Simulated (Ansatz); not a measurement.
# CH4F2Ge: molecular dynamics

The plan is to follow the molecule's vibrations and see whether its bonds hold. The start is relaxed first. Runs: 40 steps of 2.5 fs under a Langevin thermostat at 1000 K. SMILES of the start: [CH3][GeH]([F])[F].

All numbers below are computed with Ansatz 0.2.0 (RKS B3LYP/def2-SVP).

### 1 Starting point

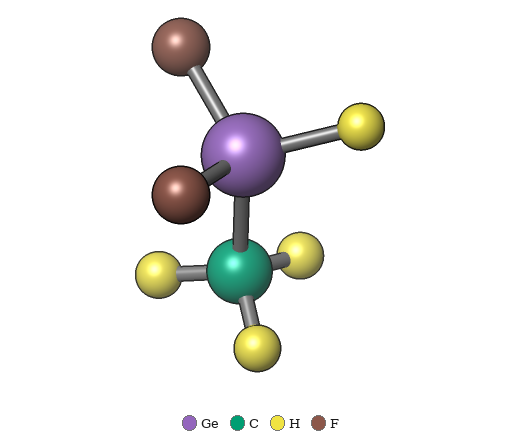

The starting structure, seen from a free direction (germanium purple, carbon teal, hydrogen yellow, fluorine brown).

Structure file:

```xyz
8

Ge    0.0000    0.0000    0.0000
C     0.0000    0.0000    1.9600
H    -0.9996   -0.3092    2.3305
H     0.7676   -0.7111    2.3305
H     0.2320    1.0203    2.3305
H     1.4616    0.0000   -0.5162
F    -0.7913    1.3709   -0.5594
F    -0.7913   -1.3709   -0.5594
```

### 2 Preparing the start

input.yaml

```yaml
crystal:
  periodic: [false, false, false]
  atoms:
    - { symbol: Ge, position_ang: [0.0, 0.0, 0.0] }
    - { symbol: C, position_ang: [0.0, 0.0, 1.96] }
    - { symbol: H, position_ang: [-0.9996, -0.3092, 2.3305] }
    - { symbol: H, position_ang: [0.7676, -0.7111, 2.3305] }
    - { symbol: H, position_ang: [0.232, 1.0203, 2.3305] }
    - { symbol: H, position_ang: [1.4616, 0.0, -0.5162] }
    - { symbol: F, position_ang: [-0.7913, 1.3709, -0.5594] }
    - { symbol: F, position_ang: [-0.7913, -1.3709, -0.5594] }
basis:
  gaussian: { orbitals: def2-SVP }
hamiltonian:
  xc: b3lyp
relax:
  f_tol: 0.02
  max_steps: 40
```

On the command line:

```console
> ansatz run input.yaml --threads 1 --pin off --max-ram 2048MiB --backend cpu --events-out ev --progress --plain --runs-dir out
```

Output, cut to the lines that bear on the results:

```text
Warning: RAYON_NUM_THREADS=1 ignored (pool sized by the plan → 1); use --threads N
[...]
Functional definition: B3LYP
[...]
995 factors; integrals over basis functions are off by at most 4.8e-4 eV
[...]
mean field -63045.28713901 eV, -2316.8715687281 hartree, gradient 6.4e-5 eV, S^2 0.000000; 0 other end points of the search recorded, 0 dependent functions left out
[...]
reference -63045.28735791 eV, -2316.8715767727 hartree; 30, 30 occupied and 64, 64 virtual orbitals, 995 factors
relax step   1: F+E_penalty+E_count = -63045.28713901 eV  Δ(F+E_penalty+E_count) = +0.000e0 eV  max|allowed force component| = 2.791e0 eV/Å  Δτ_max = 0.0000 Å  (25 SCF iters, accepted)
[...]
relax step   4: F+E_penalty+E_count = -63045.48582458 eV  Δ(F+E_penalty+E_count) = -9.249e-4 eV  max|allowed force component| = 3.997e-2 eV/Å  Δτ_max = 0.0145 Å  (28 SCF iters, accepted)
[...]
relax step   7: F+E_penalty+E_count = -63045.47598635 eV  Δ(F+E_penalty+E_count) = +1.085e-2 eV  max|allowed force component| = 4.740e-1 eV/Å  Δτ_max = 0.1799 Å  (27 SCF iters, rejected (line search))
[...]
relax step  10: F+E_penalty+E_count = -63045.48690743 eV  Δ(F+E_penalty+E_count) = +3.147e-4 eV  max|allowed force component| = 1.113e-1 eV/Å  Δτ_max = 0.0270 Å  (25 SCF iters, rejected (line search))
[...]
relax step  12: F+E_penalty+E_count = -63045.48768372 eV  Δ(F+E_penalty+E_count) = -2.747e-4 eV  max|allowed force component| = 4.182e-2 eV/Å  Δτ_max = 0.0486 Å  (25 SCF iters, accepted)
[...]
relax step  13: F+E_penalty+E_count = -63045.48781578 eV  Δ(F+E_penalty+E_count) = -1.321e-4 eV  max|allowed force component| = 1.478e-2 eV/Å  Δτ_max = 0.0217 Å  (28 SCF iters, accepted)
995 factors; integrals over basis functions are off by at most 5.1e-4 eV
[...]
mean field -63045.48781578 eV, -2316.8789434636 hartree, gradient 8.8e-6 eV, S^2 0.000000; 1 other end points of the search recorded, 0 dependent functions left out
[...]
reference -63045.48803495 eV, -2316.8789515179 hartree; 30, 30 occupied and 64, 64 virtual orbitals, 995 factors
Total energy: -63045.48803495 eV, -2316.8789515179 hartree
Atom 0 at     0.086509     0.006832     0.045748 Å, force    -0.006932    -0.001780    -0.014259 eV/Å
Atom 1 at    -0.000114     0.003784     1.980817 Å, force    -0.000419     0.001151     0.007854 eV/Å
Atom 2 at    -1.049288    -0.103757     2.293650 Å, force     0.014750     0.002045    -0.002182 eV/Å
Atom 3 at     0.585775    -0.836153     2.383708 Å, force    -0.008759     0.011933    -0.004529 eV/Å
Atom 4 at     0.401101     0.948729     2.377359 Å, force    -0.006192    -0.014779    -0.003781 eV/Å
Atom 5 at     1.445905     0.125451    -0.658659 Å, force    -0.002961    -0.000334     0.004342 eV/Å
Atom 6 at    -0.916457     1.297725    -0.556161 Å, force     0.005554    -0.010174     0.006102 eV/Å
Atom 7 at    -0.674431    -1.442610    -0.549962 Å, force     0.004959     0.011939     0.006454 eV/Å
Dipole moment:     0.424590     0.038632     0.498890 e Å
```

It took 39 s on 1 thread of Intel Xeon 6975P-C (Granite Rapids), shared host; peak memory 0.21 GiB.

Relaxation path:

```
step  energy from step 1 (eV)  largest force component (eV/Å)
   1                   0.0000                          2.7908
   2                  -0.1553                          1.1944
   3                  -0.1978                          0.1337
   4                  -0.1987                          0.0400
   5                  -0.1990                          0.0320
   6                  -0.1997                          0.0059
  7x                  -0.1888                          0.4740
   8                  -0.2001                          0.0308
  9x                  -0.1997                          0.1393
 10x                  -0.1998                          0.1113
  11                  -0.2003                          0.0108
  12                  -0.2005                          0.0418
  13                  -0.2007                          0.0148
```

Step 1 is the start. 3 steps were tried and not accepted (7, 9, 10; marked x where the table lists them).

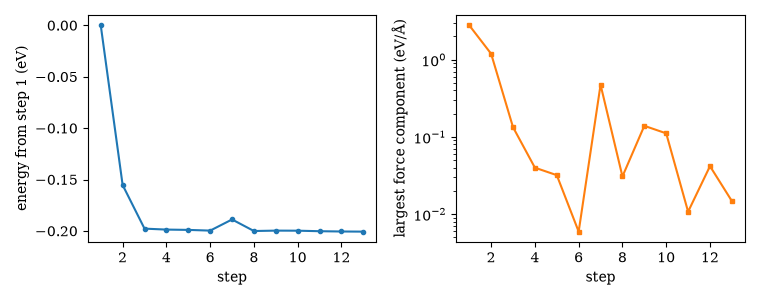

Energy and largest force along the relaxation.

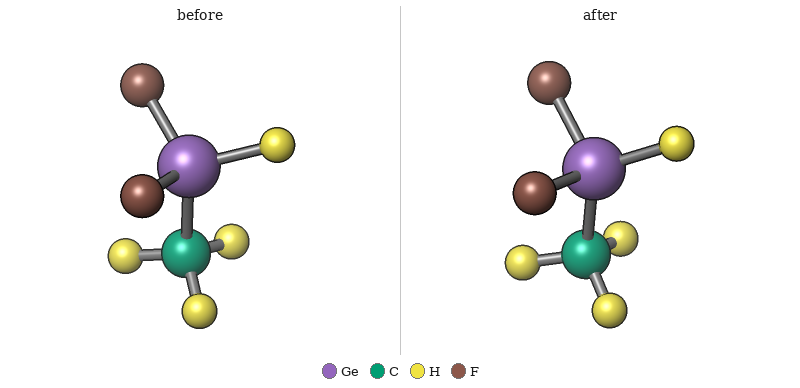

The structure before (left) and after (right), drawn at the same scale.

After: Bond lengths: Ge1–C2 1.937 Å, C2–H3 1.100 Å, C2–H4 1.100 Å, C2–H5 1.101 Å, Ge1–H6 1.536 Å, Ge1–F7 1.742 Å, Ge1–F8 1.742 Å. Angles: Ge1–C2–H3 109.1°, Ge1–C2–H4 110.1°, Ge1–C2–H5 110.0°, H3–C2–H4 109.2°, H3–C2–H5 109.2°, H4–C2–H5 109.2°, C2–Ge1–H6 119.9°, C2–Ge1–F7 108.7°, C2–Ge1–F8 108.7°, H6–Ge1–F7 107.1°, H6–Ge1–F8 107.1°, F7–Ge1–F8 104.3°.

### 3 Dynamics

40 steps of 2.5 fs under a Langevin thermostat at 1000 K, from the relaxed start.

input.yaml

```yaml
crystal:
  periodic: [false, false, false]
  atoms:
    - { symbol: Ge, position_ang: [0.086509, 0.006832, 0.045748] }
    - { symbol: C, position_ang: [-0.000114, 0.003784, 1.980817] }
    - { symbol: H, position_ang: [-1.049288, -0.103757, 2.29365] }
    - { symbol: H, position_ang: [0.585775, -0.836153, 2.383708] }
    - { symbol: H, position_ang: [0.401101, 0.948729, 2.377359] }
    - { symbol: H, position_ang: [1.445905, 0.125451, -0.658659] }
    - { symbol: F, position_ang: [-0.916457, 1.297725, -0.556161] }
    - { symbol: F, position_ang: [-0.674431, -1.44261, -0.549962] }
basis:
  gaussian: { orbitals: def2-SVP }
hamiltonian:
  xc: b3lyp
md:
  timestep: 2.5
  n_steps: 40
  ensemble: nvt_langevin
  temperature: 1000.0
  initial_velocities: maxwell_boltzmann
  seed: 282637
  friction: 0.05
```

On the command line:

```console
> ansatz run input.yaml --threads 1 --pin off --max-ram 2048MiB --backend cpu --events-out ev --progress --plain --runs-dir out
```

Output, cut to the lines that bear on the results:

```text
Warning: RAYON_NUM_THREADS=1 ignored (pool sized by the plan → 1); use --threads N
[...]
[... 1 set-up line as earlier in the session ...]
[...]
995 factors; integrals over basis functions are off by at most 4.9e-4 eV
[...]
mean field -63045.48781769 eV, -2316.8789435337 hartree, gradient 5.9e-6 eV, S^2 0.000000; 0 other end points of the search recorded, 0 dependent functions left out
[...]
reference -63045.48803683 eV, -2316.8789515871 hartree; 30, 30 occupied and 64, 64 virtual orbitals, 995 factors
md step     0: t =     0.00 fs  T =   875.0 K  F+E_penalty+E_count = -63045.48781769 eV  E_kin = 0.904820 eV  (25 SCF iters)
[...]
md step    10: t =    25.00 fs  T =   478.8 K  F+E_penalty+E_count = -63045.16838721 eV  E_kin = 0.495067 eV  (28 SCF iters)
[...]
md step    20: t =    50.00 fs  T =   871.9 K  F+E_penalty+E_count = -63044.89860982 eV  E_kin = 0.901639 eV  (29 SCF iters)
[...]
md step    40: t =   100.00 fs  T =   880.2 K  F+E_penalty+E_count = -63044.57225214 eV  E_kin = 0.910175 eV  (26 SCF iters)
Total energy: -63044.57246461 eV, -2316.8453049284 hartree
Atom 0 at     0.242146    -0.063141     0.214387 Å, force    -1.189601     0.394172    -0.601300 eV/Å
Atom 1 at     0.126668     0.067721     2.114647 Å, force     3.162132     3.862316    -1.139651 eV/Å
Atom 2 at    -0.418923    -0.233464     2.922619 Å, force    -2.764995    -1.421141     1.720561 eV/Å
Atom 3 at     1.119266    -0.260623     2.357992 Å, force     1.159127    -0.964126     0.245234 eV/Å
Atom 4 at     0.374670     1.175460     2.355152 Å, force    -0.797468    -1.011119    -0.529217 eV/Å
Atom 5 at     1.777868    -0.056571    -0.225787 Å, force    -1.069368     0.157136    -0.030604 eV/Å
Atom 6 at    -0.746039     1.252218    -0.566132 Å, force     1.232318    -1.482109     0.633209 eV/Å
Atom 7 at    -0.503442    -1.589653    -0.226923 Å, force     0.267856     0.464872    -0.298231 eV/Å
Dipole moment:     0.510096     0.076134     0.463057 e Å
```

It took 94 s on 1 thread of Intel Xeon 6975P-C (Granite Rapids), shared host; peak memory 0.22 GiB.

### 4 What the atoms did

One step in 3; energies are changes from step 0:

```
time (fs)  T (K)  potential energy change (meV/atom)
      0.0    875                                 0.0
      7.5    433                               110.0
     15.0    833                                25.8
     22.5    455                                47.7
     30.0    556                                54.8
     37.5    705                                37.0
     45.0    761                                77.4
     52.5    619                                55.0
     60.0    734                                58.9
     67.5    717                                59.5
     75.0    390                                93.6
     82.5    633                                65.9
     90.0    787                                80.2
     97.5    780                               113.9
    100.0    880                               114.4
```

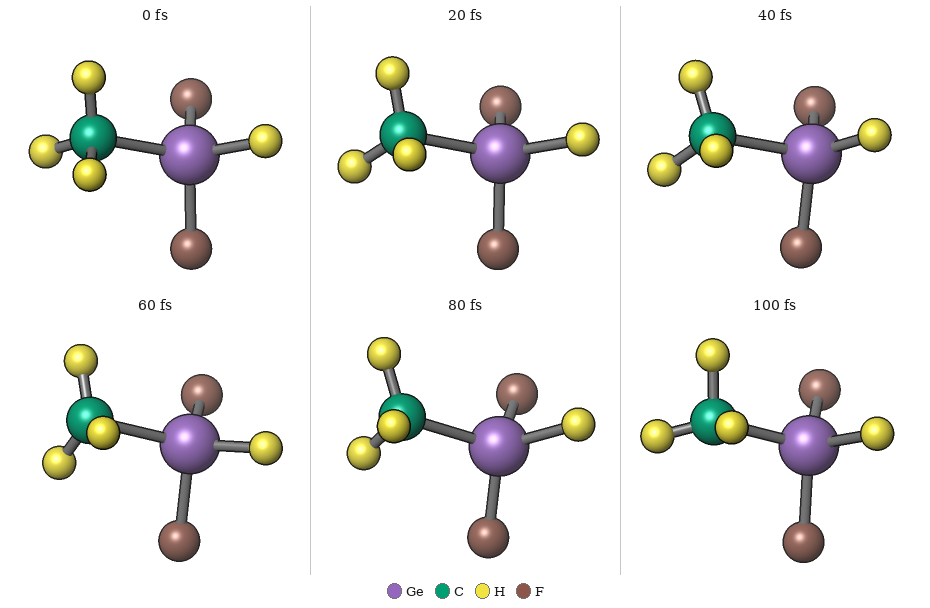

Six frames of the run, seen from a chosen angle. Sticks join atoms within a bonding distance in each frame.

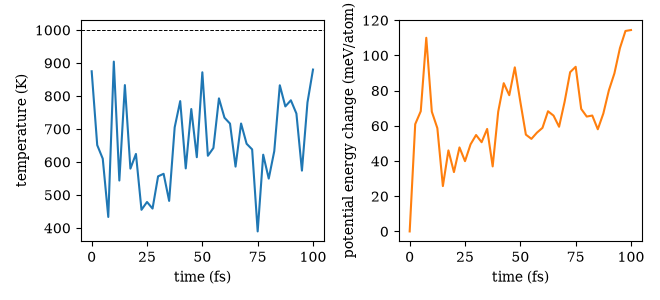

Time series of the run, each on its own scale. The dashed line is the set temperature.

### 5 Positions and forces

Extended XYZ, with forces in eV/Å:

```xyz
8
time_fs=12.5 T=544 dE=0.4695
Ge    0.112    0.025    0.060   -0.730   -0.605    2.331
C    -0.022    0.070    2.028   -3.201    1.823   -0.255
H    -1.000   -0.260    2.584    1.586    0.434   -1.385
H     0.768   -0.501    2.314    2.577   -2.404    1.334
H     0.252    1.073    2.401   -0.283    0.093   -0.201
H     1.482    0.075   -0.494    0.955    0.219   -0.565
F    -0.940    1.212   -0.534   -0.685    1.193   -0.844
F    -0.621   -1.436   -0.461   -0.218   -0.754   -0.415
8
time_fs=25.0 T=479 dE=0.3194
Ge    0.142    0.027    0.126    0.461   -2.612    0.808
C     0.036    0.034    2.062    3.002    0.706   -0.354
H    -0.894   -0.400    2.232   -2.126   -0.820    0.808
H     0.865   -0.644    2.498   -1.116    1.230   -0.458
H     0.081    1.113    2.378    0.057   -0.956    0.205
H     1.508    0.146   -0.518    0.259    0.031   -0.364
F    -0.930    1.140   -0.521   -1.226    1.696   -0.834
F    -0.662   -1.487   -0.373    0.689    0.725    0.189
8
time_fs=37.5 T=705 dE=0.2956
Ge    0.177   -0.025    0.153   -1.402    0.698    0.125
C     0.046   -0.016    2.126   -0.902    0.670   -1.385
H    -0.925   -0.481    2.376    0.377   -0.128    0.089
H     0.912   -0.522    2.525    0.375   -0.255    0.518
H    -0.011    1.048    2.391    0.245    0.026    0.382
H     1.620    0.272   -0.417   -0.716   -0.389   -0.132
F    -0.997    1.138   -0.578    1.272   -0.733    0.660
F    -0.696   -1.488   -0.277    0.751    0.111   -0.257
8
time_fs=50.0 T=872 dE=0.5892
Ge    0.247   -0.071    0.161   -0.892    0.364    0.235
C     0.073   -0.012    2.128    1.098   -1.054   -0.127
H    -0.739   -0.655    2.438   -0.975   -0.098   -0.154
H     0.919   -0.476    2.697    0.088    0.398   -0.767
H    -0.051    0.978    2.496   -0.323    1.224    0.447
H     1.818   -0.234   -0.261   -1.444    0.432   -0.281
F    -0.885    1.174   -0.616    2.001   -1.454    0.919
F    -0.657   -1.522   -0.226    0.447    0.188   -0.272
8
time_fs=62.5 T=716 dE=0.5463
Ge    0.267   -0.088    0.197   -1.137   -1.815   -1.417
C     0.110    0.037    2.148    1.379   -0.278   -1.735
H    -0.790   -0.550    2.245   -0.270   -0.826    0.647
H     1.106   -0.435    2.491   -1.719    1.083    0.354
H    -0.196    1.080    2.283    0.756    0.208    0.811
H     1.484   -0.265   -0.733    0.244    0.251    0.427
F    -0.705    1.100   -0.639    0.071    0.170    0.344
F    -0.627   -1.610   -0.242    0.676    1.208    0.568
8
time_fs=75.0 T=390 dE=0.7485
Ge    0.253   -0.109    0.200    1.760   -0.377    0.864
C     0.147    0.095    2.129   -0.396   -2.324    2.055
H    -0.748   -0.577    2.358    0.321    1.219   -0.222
H     0.820   -0.332    2.952    0.351   -0.211   -1.820
H     0.079    1.059    2.602   -0.848    1.198   -0.478
H     1.467   -0.017   -0.687    0.888   -0.404    0.121
F    -0.591    1.068   -0.653   -1.658    1.654   -0.551
F    -0.570   -1.562   -0.187   -0.416   -0.756    0.031
8
time_fs=87.5 T=768 dE=0.5361
Ge    0.246   -0.134    0.201    0.626    2.649    1.552
C     0.175    0.068    2.180   -2.111   -2.667   -1.696
H    -0.802   -0.352    2.590    1.334    0.048   -0.250
H     1.096   -0.419    2.469    0.270   -0.092    0.798
H     0.118    1.089    2.300    0.400    2.835    0.767
H     1.764    0.052   -0.116   -0.408   -0.405   -0.621
F    -0.636    1.182   -0.611    0.465   -0.885    0.331
F    -0.558   -1.563   -0.185   -0.576   -1.483   -0.880
8
time_fs=100.0 T=880 dE=0.9156
Ge    0.242   -0.063    0.214   -1.190    0.394   -0.601
C     0.127    0.068    2.115    3.162    3.862   -1.140
H    -0.419   -0.234    2.923   -2.765   -1.421    1.721
H     1.119   -0.261    2.358    1.159   -0.964    0.245
H     0.375    1.175    2.355   -0.797   -1.011   -0.529
H     1.778   -0.057   -0.226   -1.069    0.157   -0.031
F    -0.746    1.252   -0.566    1.232   -1.482    0.633
F    -0.503   -1.590   -0.227    0.268    0.465   -0.298
```

### 6 Outcome

| quantity | value |
| --- | --- |
| relaxation of the start | 9 moves, 0.201 eV lower |
| length | 40 steps of 2.5 fs |
| temperature, first and last step | 875 and 880 K |
| temperature, second half | mean 692 K, from 390 to 880 K |
| potential energy, second half | +75 meV/atom from the start |
| bonds formed or broken | 0 |

What this shows: Against a set 1000 K the second half averages 692 K with a spread of 116 K. In 100 fs the run doesn't reach equilibrium. A step of 2.5 fs is long for atoms as light as 1 u, and this run prints no conserved energy by which to check it. The bonds all hold. 100 fs on 8 atoms is far too short and small for converged averages. The nuclei move classically, without zero-point motion, which matters most for hydrogen.
